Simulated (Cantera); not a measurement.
Input: 1 mol BN, 1.1 mol N₂, equilibrated at 0.00810 bar.

Cantera equilibrium calculation (NASA polynomials, part measured and part estimated; ideal gas, pure solids and liquids). Candidate condensed phases: B, BN; 5 gas species. Kinetics and transport are ignored.

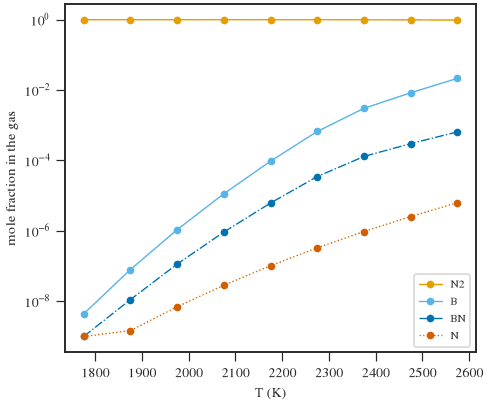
Figure. Equilibrium gas composition (values under 1e-9 drawn at 1e-9)

From 1775 K to 2275 K the condensed part is BN(s). From 2375 K to 2575 K the condensed part is B(l).
